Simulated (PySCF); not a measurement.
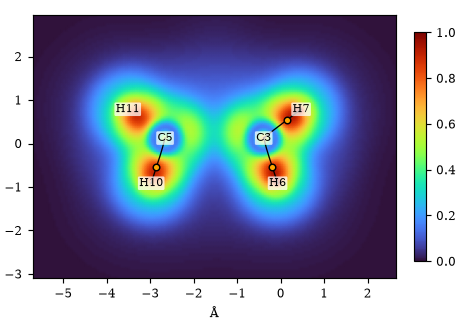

*C3H6OS, SMILES `O=S1CCC1`. Localised orbital locator (LOL) in the plane of C3, C5, H6, H7, H10 and H11, with bond paths and bond critical points (dots).*

Method: PBE0/def2-SVPD; geometry: GFN2-xTB; program: PySCF. No frequency check shows the geometry to be a minimum. GFN2-xTB bond lengths at metals and heavier atoms can be off by up to 0.1 Å and shapes distorted, which carries into these values.

What values does LOL take at the bond critical points in this plane?

C5–H10 and C3–H6: about 0.89; C3–H7: about 0.89. Values above 0.5 mark slow, localised electrons, as in shared pairs; low values at a critical point mark a polar or closed-shell contact whose critical point lies between the shells.

Where along C5–H10 does the critical point lie?

0.69 Å from C5 and 0.40 Å from H10.
